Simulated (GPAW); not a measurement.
Two runs for the O K edge of atom 5 in Sr2Ti2O5 (Cmmm). Run A: GPAW, LDA + U (Ti 3 eV), excited-electron core hole (neutral cell), 18-atom cell with 6.8 Å between holes, 4×4×4 k points, dipole transitions, Gaussian full width 0.9 eV up to 4 eV, rising linearly to 3.5 eV at 25 eV. Run B differs in one choice.

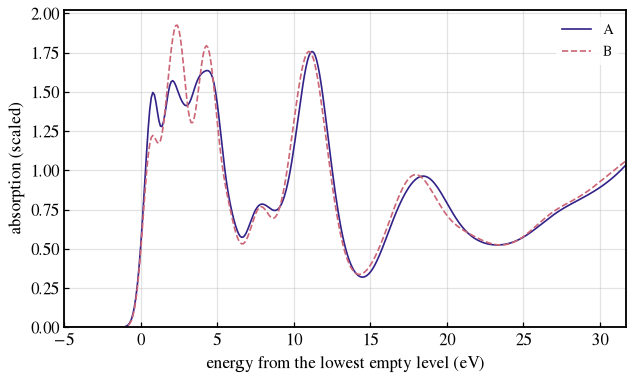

Energy from the lowest empty level; intensity scaled to a mean of 1 over the first 20 eV.

Question: What was changed?
a) the broadening
b) the size of the supercell
c) the plane-wave cutoff
d) the volume of the cell

(b): run B changes the supercell atoms from 18 to 9, and the k mesh follows the cell. The scaled spectrum changes by 10 % r.m.s. Another feature, at 2.4 eV (1.92), becomes the highest below 16 eV; the one at 11.2 eV (1.76) is now at 11.0 eV (1.76). Other settings could leave a like mark; this is the one that was changed.

[Hosts, paths, dates, database ids (printed as entryN), source tags and the programs' standing remarks are cut or masked in the printed files.]

[Lists of maxima count a maximum above −3 eV only where it reaches 4 % of the highest in the window and stands out from its surroundings by 2 % of it (1.5 % where it reaches 55 %); shoulders and weaker maxima are passed over, and of the rest the first, up to two pre-edge ones and the few strongest are named.]
